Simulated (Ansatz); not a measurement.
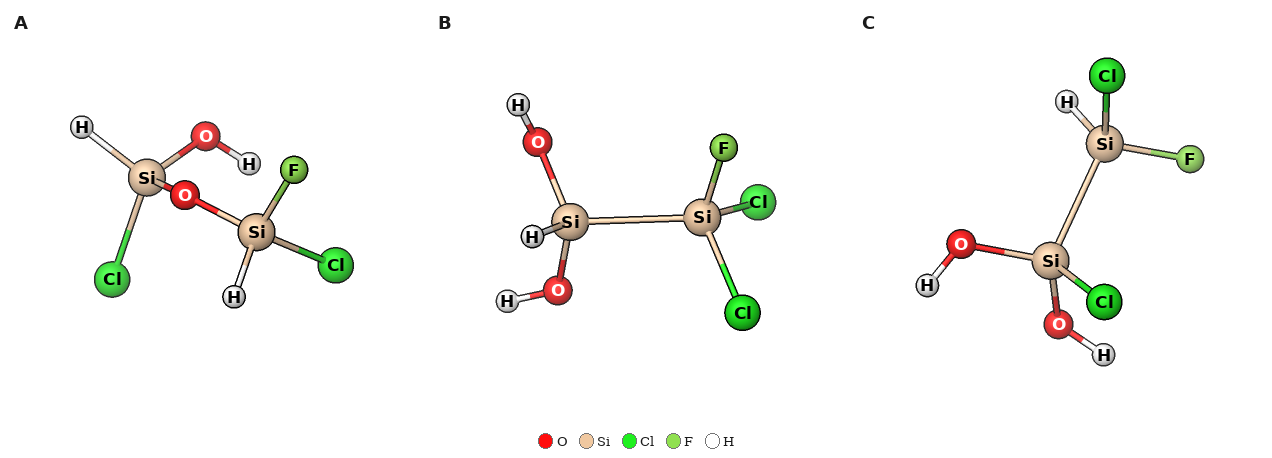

3 stationary structures of one formula. Geometries: PBE0-D4/def2-TZVP. Electronic energies: PBE0-D4/def2-TZVP (Ansatz 0.2.0), without zero-point energy. No frequency run is at hand to confirm each as a minimum. Each is one conformer, not always the lowest.

**How are they related?**

They are constitutional isomers of Cl2FH3O2Si2: A `O[Si@@H](Cl)O[Si@H](F)Cl`, B `O[SiH](O)[Si](F)(Cl)Cl`, C `O[Si](O)(Cl)[Si@H](F)Cl`.

**Which is lowest in energy, and by how much?**

A is lowest; C lies 1.433 eV above it, B lies 1.577 eV above it.
